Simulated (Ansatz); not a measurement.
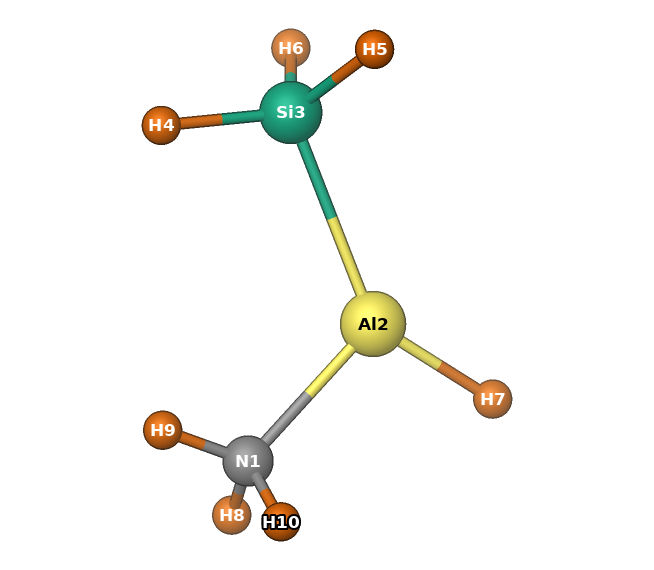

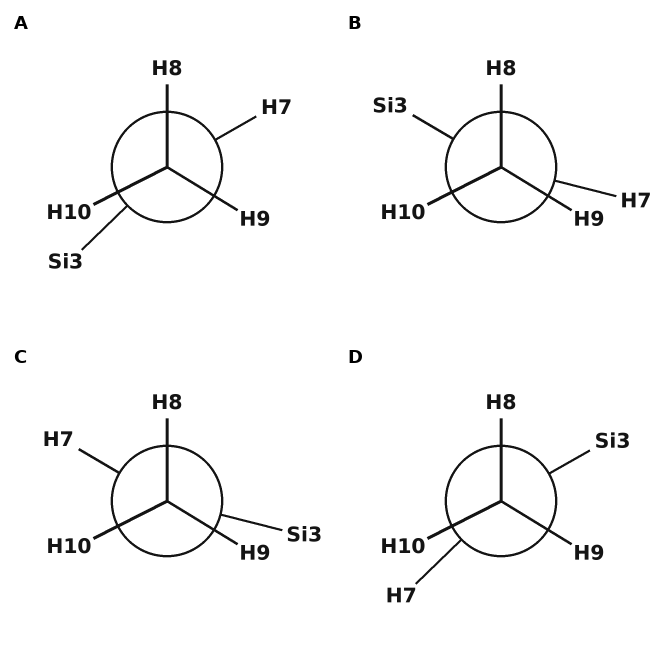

Distant atoms are faded towards the background colour. Bonds that would overlap in a projection are set slightly apart. Charge +1, singlet. The computed structure is the end point of a PBE0-D4/def2-TZVP optimisation. No frequency run is at hand to confirm it as a minimum.

Which Newman projection shows the view along N1–Al2, with N1 in front?

Answer. C. The torsion angle H8–N1–Al2–Si3 is 120°, anticlinal.
